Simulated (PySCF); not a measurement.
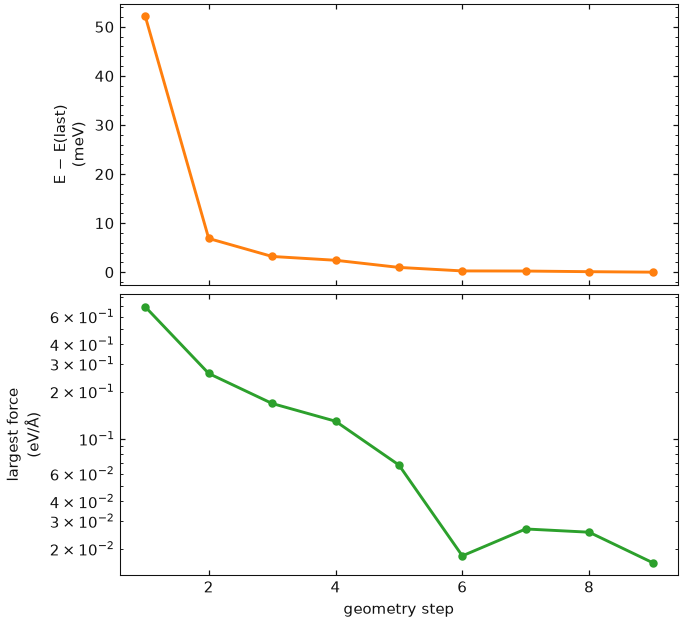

History of a geometry optimisation. C5H6F2O3 (SMILES C=COC(=O)COC(F)F); PBE0-D3(BJ)/def2-SVP, geometry optimisation in PySCF 2.14.0, density fitting.

The optimisation met its thresholds at geometry 9, counting the start as the first. The energy fell by about 52 meV from the first step to the last. The largest force goes from about 0.69 eV/Å at the start to 0.016 eV/Å at the end.
